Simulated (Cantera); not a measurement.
Feed: 1 mol SiO2, 400 mol H2, 4.1 mol H2O, equilibrated at 7.50 Torr.

Equilibrium computed with Cantera from the NASA thermochemical tables; the gas is ideal and each condensed phase is pure. Candidate condensed phases: H2O, Si, SiO2; 18 gas species. The tables hold silica as quartz up to 1696 K and as liquid above; real silica turns to tridymite and cristobalite and melts near 1996 K. Rates play no part.

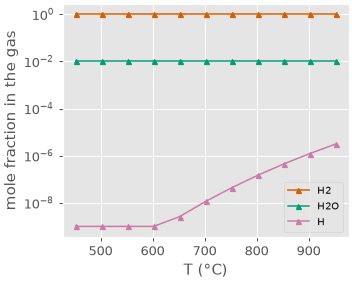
Equilibrium gas composition (values under 1e-9 drawn at 1e-9)

From 452 °C to 552 °C the condensed part is SiO2(α-quartz). From 602 °C to 952 °C the condensed part is SiO2(β-quartz).
